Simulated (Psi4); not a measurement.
**P4 (SMILES P12P3P1P23) at CCSD(T)/def2-SVPD**

Aim: the vertical ionisation energy of P4 at CCSD(T)/def2-SVPD, from 2 runs. 

The results are computed with Psi4 1.11.

1 further run of the same task is left out (set aside as unsound or not needed).

### Step 1. Starting point

The species is P4 (4 atoms), meant as a singlet with charge 0. As SMILES, `P12P3P1P23`. Geometry: relaxed at PBE0-D4/def2-TZVP.

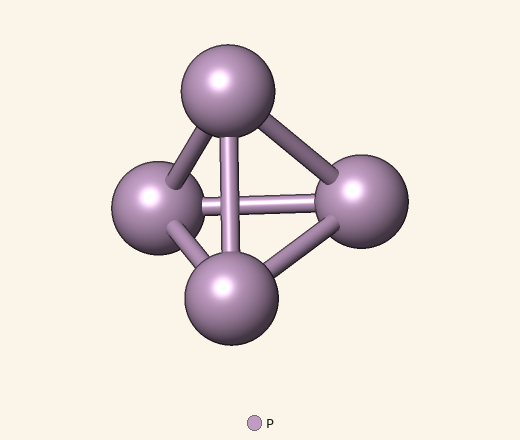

Viewed from a chosen angle; phosphorus pink.

### Step 2. A single-point energy at CCSD(T)/def2-SVPD

Contents of run.py:

```python
import numpy as np
from ase.calculators.psi4 import Psi4
from ase import Atoms

mol = Atoms(['P', 'P', 'P', 'P'], positions=[
    [-0.724800, -0.100000, 1.119400],
    [1.294900, 0.109800, 0.315700],
    [-0.185000, -1.091700, -0.749800],
    [-0.385100, 1.081900, -0.685200],
])
calc = Psi4(atoms=mol, method='ccsd(t)', basis='def2-SVPD', memory='1600MB', num_threads=1, charge=0, multiplicity=1, label='psi4-calc')
calc.psi4.set_options({'puream': True, 'e_convergence': 1e-09, 'd_convergence': 1e-08, 'scf_type': 'pk', 'num_frozen_docc': 20})
mol.calc = calc

print(f'energy: {mol.get_potential_energy():.6f} eV')
```

The run is started by

```bash
$ python run.py
```

psi4-calc.dat:

```text
[...]
  Running in c1 symmetry.
[...]
  Nuclear repulsion =  327.132424195368571
[...]
  Multiplicity = 1
[...]
  Nalpha       = 30
  Nbeta        = 30
[...]
    Number of basis functions: 96
[...]
   @RHF iter   1: -1362.54122495328443    6.00952e-02   1.39717e-03 DIIS/ADIIS
[...]
   @RHF iter  10: -1362.55847564567102   -1.13687e-12   1.20106e-09 DIIS
[...]
    Orbital Energies [Eh]
    ---------------------
    Doubly Occupied:
       1A    -79.950249     2A    -79.950221     3A    -79.950218
       4A    -79.950217     5A     -7.518051     6A     -7.517717
       7A     -7.517715     8A     -7.517714     9A     -5.415779
      10A     -5.415115    11A     -5.415113    12A     -5.415112
      13A     -5.413813    14A     -5.413813    15A     -5.413759
      16A     -5.413759    17A     -5.413758    18A     -5.413574
      19A     -5.413573    20A     -5.413572    21A     -1.069173
      22A     -0.718560    23A     -0.718548    24A     -0.718544
      25A     -0.464796    26A     -0.392470    27A     -0.392459
      28A     -0.392454    29A     -0.358688    30A     -0.358685
[...]
  @RHF Final Energy: -1362.55847564567102
   => Energetics <=
    Nuclear Repulsion Energy =            327.1324241953685714
    One-Electron Energy =               -2538.5273622997478924
    Two-Electron Energy =                 848.8364624587084108
    Total Energy =                      -1362.5584756456710238
[...]
 Multipole Moments:
 ------------------------------------------------------------------------------------
     Multipole            Electronic (a.u.)      Nuclear  (a.u.)        Total (a.u.)
 ------------------------------------------------------------------------------------
 L = 1.  Multiply by 2.5417464519 to convert [e a0] to [Debye]
 Dipole X            :         -0.0000141           -0.0000000           -0.0000141
 Dipole Y            :         -0.0000070           -0.0000000           -0.0000070
 Dipole Z            :         -0.0000065            0.0000000           -0.0000065
 Magnitude           :                                                    0.0000170
[...]
      * MP2 total energy                      = -1363.037468374914397
[...]
      * CCSD total energy                     = -1363.059062268903745
[...]
      * CCSD(T) total energy                  = -1363.091719445318631
```

The script printed:

```text
energy: -37091.614964 eV
```

Wall time 81 s (1 thread of Intel Xeon at 2.50GHz (Skylake/Cascade Lake), shared host); peak memory 0.68 GiB.

### Step 3. The doublet cation, same level

Contents of calc.in:

```
memory 1600 MB

molecule {
  1 2
  P     -0.724800    -0.100000     1.119400
  P      1.294900     0.109800     0.315700
  P     -0.185000    -1.091700    -0.749800
  P     -0.385100     1.081900    -0.685200
  units angstrom
  symmetry c1
}

set basis def2-SVPD
set reference uhf
set puream true
set e_convergence 1e-09
set d_convergence 1e-08
set scf_type pk
set num_frozen_docc 20
set maxiter 100

energy("ccsd(t)")
```

The run is started by

```bash
$ psi4 -n 1 calc.in calc.out
```

calc.out:

```text
[...]
  Running in c1 symmetry.
[...]
  Nuclear repulsion =  327.132424195368571
[...]
  Multiplicity = 2
[...]
  Nalpha       = 30
  Nbeta        = 29
[...]
    Number of basis functions: 96
[...]
   @UHF iter   1: -1362.16866940899786    4.32651e-01   2.68180e-03 DIIS/ADIIS
[...]
   @UHF iter  48: -1362.23059814166027    1.97360e-10   9.02982e-09 DIIS
[...]
   @S^2 Observed:                7.772441062E-01
[...]
    Orbital Energies [Eh]
    ---------------------
    Alpha Occupied:
       1A    -80.190434     2A    -80.190411     3A    -80.190393
       4A    -80.190383     5A     -7.757770     6A     -7.757431
       7A     -7.757416     8A     -7.757403     9A     -5.657305
      10A     -5.657244    11A     -5.657144    12A     -5.657113
      13A     -5.653100    14A     -5.652428    15A     -5.652414
      16A     -5.652390    17A     -5.651012    18A     -5.650919
      19A     -5.650894    20A     -5.650766    21A     -1.317247
      22A     -0.975777    23A     -0.954784    24A     -0.954714
      25A     -0.685484    26A     -0.620112    27A     -0.620091
      28A     -0.619489    29A     -0.616264    30A     -0.584777
    Alpha Virtual:
[...]
  @UHF Final Energy: -1362.23059814166027
   => Energetics <=
    Nuclear Repulsion Energy =            327.1324241953685714
    One-Electron Energy =               -2524.4433897076623907
    Two-Electron Energy =                 835.0803673706335530
    Total Energy =                      -1362.2305981416602663
  UHF NO Occupations:
  HONO-2 :   28  A 1.9964016
  HONO-1 :   29  A 1.9962734
[...]
 Multipole Moments:
 ------------------------------------------------------------------------------------
     Multipole            Electronic (a.u.)      Nuclear  (a.u.)        Total (a.u.)
 ------------------------------------------------------------------------------------
 L = 1.  Multiply by 2.5417464519 to convert [e a0] to [Debye]
 Dipole X            :          0.0000480           -0.0000000            0.0000480
 Dipole Y            :          0.0000468           -0.0000000            0.0000468
 Dipole Z            :         -0.0000021            0.0000000           -0.0000021
 Magnitude           :                                                    0.0000670
[...]
      * MP2 total energy                      = -1362.681621123298555
[...]
      * CCSD total energy                     = -1362.710264079806848
[...]
      * CCSD(T) total energy                     = -1362.741875699382717
[...]
```

It took 5.4 min on 1 thread of Intel Xeon at 2.50GHz (Skylake/Cascade Lake), shared host; peak memory 0.66 GiB.

### Step 4. Results

Level: CCSD(T)/def2-SVPD, 20 core orbitals frozen.

| quantity | value |
| --- | --- |
| singlet P4: total energy | -1363.09172 Eh |
| singlet P4: HOMO energy (Hartree–Fock orbitals) | -9.76 eV |
| singlet P4: LUMO energy (Hartree–Fock orbitals) | 2.41 eV |
| singlet P4: HOMO–LUMO gap (Hartree–Fock orbitals) | 12.17 eV |
| singlet P4: correlation energy (20 core orbitals frozen) | -533.2 mEh |
| singlet P4: (T) correction | -32.66 mEh |
| singlet P4: T1 diagnostic | 0.019 |
| doublet cation: total energy | -1362.74188 Eh |
| doublet cation: HOMO energy (Hartree–Fock orbitals) (highest over α and β) | -15.66 eV |
| doublet cation: LUMO energy (Hartree–Fock orbitals) (lowest over α and β) | -8.13 eV |
| doublet cation: correlation energy (20 core orbitals frozen) | -511.3 mEh |
| doublet cation: (T) correction | -31.61 mEh |
| doublet cation: ⟨S²⟩ of the reference determinant | 0.777 |
| doublet cation: T1 diagnostic | 0.031 |
| vertical ionisation energy (to the doublet cation) | 9.520 eV |

**Reading.** Removing an electron at fixed nuclei costs 9.52 eV (919 kJ/mol). The triples (singlet P4) make up 6.1 % of the correlation energy. The triples (doublet cation) make up 6.2 % of the correlation energy.
